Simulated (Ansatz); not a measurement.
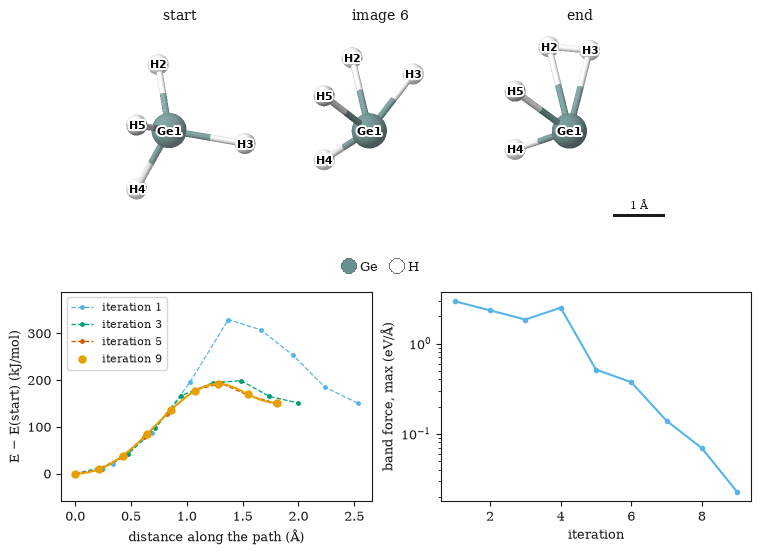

NEB run on GeH4. Images are numbered from 0 (start) to 8 (end). The plot follows the band through its iterations. The picture is a ball-and-stick view, seen from a free direction.

These are results of RKS PBE-D4/def2-SVPD (Ansatz), not measurements. Settings: 7 movable images; climbing image; force threshold 0.05 eV/Å; iteration limit 10; starting path through a guess of the saddle point.

Judge this run.

Answer. The run is converged, with reservations. The band converged in 9 iterations. The largest component of the band force went from 2.9 to 0.023 eV/Å. The climbing image converged on the top of the path. Its curvatures weren't checked. The iteration limit was low. The first iteration put the highest image at 329.8 kJ/mol. The highest point, image 6, lies 192.4 kJ/mol above the start and 41.0 kJ/mol above the end; the end is at +151.3 kJ/mol relative to the start.

Cost: 85 s on 1 thread of Arm Neoverse V1, on a shared host, peak memory 0.11 GiB.
